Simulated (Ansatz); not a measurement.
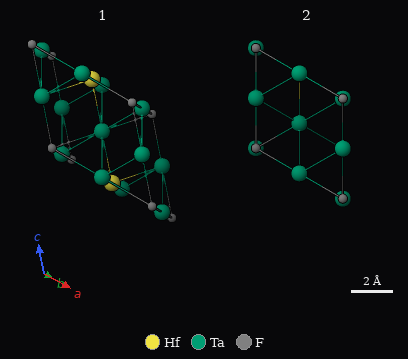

Two geometries of crystalline HfTa₄F (a generated structure, set up in I4/mmm) (coarse preliminary run), drawn at one scale. One is the start of a relaxation, the other its converged end. A ball-and-stick model of the cell of the calculation, seen along the b axis.

Level of theory: Ansatz, DFT PBE, scalar-relativistic, plane waves, PAW. Set-up: plane-wave cutoff 420 eV; k-point mesh 4 × 4 × 4; occupations gaussian; smearing width 0.1 eV; no spin polarisation; cell and atoms relaxed; force threshold 0.04 eV/Å; at most 70 steps.

**Which geometry has the lower energy?**

Structure 1 is the relaxed one. No atom moves by more than 0.005 Å relative to the cell. The volume changes by +17.4 %, with a = b = c 5.190 → 5.703 Å (+9.9 %), α 109.7° → 122.3°, β 109.7° → 122.3°, γ 109.0° → 86.1°. Some distances before and after: F–Hf 3.014 → 4.166 Å, Ta–Ta 3.014 → 4.166 Å, Hf–Ta 2.595 → 2.851 Å, F–Ta 2.595 → 2.851 Å. Bonds break: Ta–Ta (3.01 → 4.17 Å). Among the angles between lasting bonds that change: Hf–Ta–Ta 125.1° → 118.9°. The space group stays I4/mmm (No. 139). The energy falls by 1.446 eV per cell of the calculation in 12 accepted moves (14 points after the start). All forces vanish by symmetry, so only the cell relaxes. Pressure: 16.60 GPa at the start and 0.12 GPa at the end. At 2 points the geometry stayed and the basis and grid were re-selected for the new cell (energy shift of 0.257 eV per cell of the calculation at most each time).
